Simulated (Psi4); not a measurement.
# revPBE/def2-TZVP run of GeNH3 (SMILES [NH2][GeH])

What is the energy change on altering one bond length of GeNH3 at revPBE/def2-TZVP? 

Program for the calculation: Psi4 1.11.

## (1) The system as given

GeNH3 has 5 atoms, charge 0, and is taken as a singlet. SMILES: `[NH2][GeH]`. The shape is that of a PBE0-D4/def2-TZVP optimisation. This is one conformer, not always the lowest.

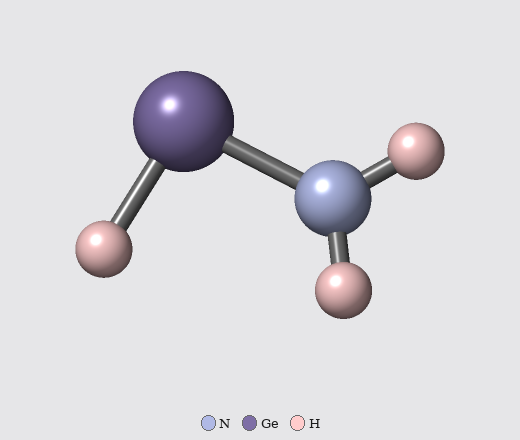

Viewed from a chosen angle; nitrogen light blue, germanium purple, hydrogen pink.

## (2) The energy at revPBE/def2-TZVP

File input.json:

```json
{
 "schema_name": "qcschema_input",
 "schema_version": 1,
 "molecule": {
  "schema_name": "qcschema_molecule",
  "schema_version": 2,
  "symbols": ["N", "Ge", "H", "H", "H"],
  "geometry": [-0.15892597, -1.13799307, 0.18405932, 1.86856119, 1.61269227, 0.49095085, 0.34128454, -2.83836864, 0.87928957, -1.86138023, -1.17181917, -0.66612846, -0.09505322, 3.39621579, -0.96621697],
  "molecular_charge": 0,
  "molecular_multiplicity": 1,
  "fix_symmetry": "c1"
 },
 "driver": "energy",
 "model": {
  "method": "revpbe",
  "basis": "def2-TZVP"
 },
 "keywords": {
  "puream": true,
  "e_convergence": 1e-09,
  "d_convergence": 1e-08,
  "scf_type": "pk",
  "dft_radial_points": 99,
  "dft_spherical_points": 590,
  "scf_properties": ["WIBERG_LOWDIN_INDICES", "QUADRUPOLE", "DIPOLE"]
 }
}
```

On the command line:

```bash
$ psi4 --qcschema input.json -n 1 --memory 1600MB
```

stdout:

```text
[...]
  Running in c1 symmetry.
[...]
  Nuclear repulsion =   98.834761047303033
[...]
  Multiplicity = 1
[...]
  Nalpha       = 21
  Nbeta        = 21
[...]
    Number of basis functions: 97
[...]
   @RKS iter   1: -2131.65745859740400   -1.59238e+00   3.27696e-02 DIIS/ADIIS
[...]
   @RKS iter  13: -2133.40001415419238   -3.63798e-12   2.41466e-09 DIIS
[...]
    Orbital Energies [Eh]
    ---------------------
    Doubly Occupied:
       1A   -397.063537     2A    -49.146554     3A    -43.753755
       4A    -43.751125     5A    -43.749832     6A    -13.995750
       7A     -5.950644     8A     -4.169945     9A     -4.162438
      10A     -4.157948    11A     -1.073150    12A     -1.070233
      13A     -1.066651    14A     -1.064665    15A     -1.061125
      16A     -0.774008    17A     -0.466644    18A     -0.448952
      19A     -0.306729    20A     -0.246979    21A     -0.199353
[...]
  @RKS Final Energy: -2133.40001415419238
   => Energetics <=
    Nuclear Repulsion Energy =             98.8347610473030329
    One-Electron Energy =               -3168.0318060347703977
    Two-Electron Energy =                1022.6645038061669766
    DFT Exchange-Correlation Energy =     -86.8674729728918891
    Empirical Dispersion Energy =           0.0000000000000000
    VV10 Nonlocal Energy =                  0.0000000000000000
    Total Energy =                      -2133.4000141541923767
[...]
 Multipole Moments:
 ------------------------------------------------------------------------------------
     Multipole            Electronic (a.u.)      Nuclear  (a.u.)        Total (a.u.)
 ------------------------------------------------------------------------------------
 L = 1.  Multiply by 2.5417464519 to convert [e a0] to [Debye]
 Dipole X            :          4.6053681           -4.9414476           -0.3360795
 Dipole Y            :          3.8129434           -4.3815885           -0.5686451
 Dipole Z            :          1.3322577           -1.3536059           -0.0213481
 Magnitude           :                                                    0.6608800
 L = 2.  Multiply by 1.3450342976 to convert [e a0^2] to [Debye ang]
 Quadrupole XX       :        -56.7383674           38.5398179          -18.1985495
 Quadrupole XY       :        -39.3385058           40.6397607            1.3012549
[...]
```

The result, in JSON:

```text
{
 "driver": "energy",
 "model": {
  "method": "revpbe",
  "basis": "def2-TZVP"
 },
 "success": true,
 "return_result": -2133.4000141541924,
 "properties": {
  "calcinfo_nbasis": 97,
  "calcinfo_nmo": 97,
  "calcinfo_nalpha": 21,
  "calcinfo_nbeta": 21,
  "calcinfo_natom": 5,
  "nuclear_repulsion_energy": 98.83476104730303,
  "return_energy": -2133.4000141541924,
  "scf_one_electron_energy": -3168.0318060347704,
  "scf_two_electron_energy": 1022.664503806167,
  "scf_xc_energy": -86.86747297289189,
  "scf_dipole_moment": [-0.3360794988348692, -0.5686450775086533, -0.021348130147934352],
  "scf_total_energy": -2133.4000141541924,
  "scf_iterations": 13
 }
}
```

It took 11 s on 1 thread of Intel Xeon 6975P-C (Granite Rapids), shared host; peak memory 0.75 GiB.

## (3) The distorted shape: energy and forces at revPBE/def2-TZVP

File job.in:

```
memory 1600 MB

molecule {
  0 1
  N
  Ge 1 2.087899
  H 1 1.0075 2 121.87779
  H 1 1.00715 3 112.4737 2 -179.99529
  H 2 1.601587 1 92.63576 4 -0.03439
  units angstrom
  symmetry c1
}

set globals {
  basis def2-TZVP
  puream true
  e_convergence 1e-09
  d_convergence 1e-08
  scf_type pk
  dft_radial_points 99
  dft_spherical_points 590
}

gradient("revpbe")
print_variables()
```

On the command line:

```bash
$ psi4 job.in job.out -n 1
```

job.out:

```text
[...]
  Running in c1 symmetry.
[...]
  Nuclear repulsion =   88.921791730102854
[...]
  Multiplicity = 1
[...]
  Nalpha       = 21
  Nbeta        = 21
[...]
    Number of basis functions: 97
[...]
   @RKS iter   1: -2131.66610666315319   -1.83381e+00   3.25172e-02 ADIIS/DIIS
[...]
   @RKS iter  13: -2133.38438966336798    2.27374e-12   2.56067e-09 DIIS
[...]
    Orbital Energies [Eh]
    ---------------------
    Doubly Occupied:
       1A   -397.085855     2A    -49.167402     3A    -43.774553
       4A    -43.772644     5A    -43.770740     6A    -13.983694
       7A     -5.969731     8A     -4.188523     9A     -4.182240
      10A     -4.176586    11A     -1.090205    12A     -1.088831
      13A     -1.084731    14A     -1.081069    15A     -1.079625
      16A     -0.743326    17A     -0.450172    18A     -0.424531
      19A     -0.300854    20A     -0.214990    21A     -0.214867
[...]
  @RKS Final Energy: -2133.38438966336798
   => Energetics <=
    Nuclear Repulsion Energy =             88.9217917301028535
    One-Electron Energy =               -3147.8884792198387004
    Two-Electron Energy =                1012.3790682133060272
    DFT Exchange-Correlation Energy =     -86.7967703869380927
    Empirical Dispersion Energy =           0.0000000000000000
    VV10 Nonlocal Energy =                  0.0000000000000000
    Total Energy =                      -2133.3843896633679833
[...]
 Multipole Moments:
 ------------------------------------------------------------------------------------
     Multipole            Electronic (a.u.)      Nuclear  (a.u.)        Total (a.u.)
 ------------------------------------------------------------------------------------
 L = 1.  Multiply by 2.5417464519 to convert [e a0] to [Debye]
 Dipole X            :          0.0008670           -0.0007417            0.0001252
 Dipole Y            :          1.6438186           -1.5787282            0.0650904
 Dipole Z            :          7.1680912           -7.3788049           -0.2107138
 Magnitude           :                                                    0.2205381
[...]
  -Total Gradient:
     Atom            X                  Y                   Z
    ------   -----------------  -----------------  -----------------
       1        0.000001611691     0.001479803882    -0.062702053714
       2        0.000005318806    -0.006234729518     0.055313021723
       3       -0.000007946376    -0.007748243900     0.002257749204
       4        0.000006917331     0.008023758368     0.003014711963
       5       -0.000005902092     0.004479372980     0.002117728433
[...]
```

It took 17 s on 1 thread of Intel Xeon 6975P-C (Granite Rapids), shared host; peak memory 0.75 GiB.

## (4) Summary of results

At revPBE/def2-TZVP:

| quantity | value |
| --- | --- |
| first shape: total energy | -2133.40001 Eh |
| first shape: dipole moment | 1.68 D |
| first shape: HOMO energy | -5.42 eV |
| first shape: LUMO energy | -2.33 eV |
| first shape: HOMO–LUMO gap | 3.10 eV |
| distorted shape: total energy | -2133.38439 Eh |
| distorted shape: dipole moment | 0.56 D |
| distorted shape: HOMO energy | -5.85 eV |
| distorted shape: LUMO energy | -2.89 eV |
| distorted shape: HOMO–LUMO gap | 2.96 eV |
| distorted shape: largest force on an atom | 3.225 eV/Å |
| energy change with the N1–Ge2 bond stretched from 1.816 to 2.088 Å | 0.425 eV |

With the N1–Ge2 bond stretched from 1.816 to 2.088 Å the energy rises by 0.43 eV (9.8 kcal/mol). The first shape isn't relaxed at this level, so the change isn't measured from a minimum.
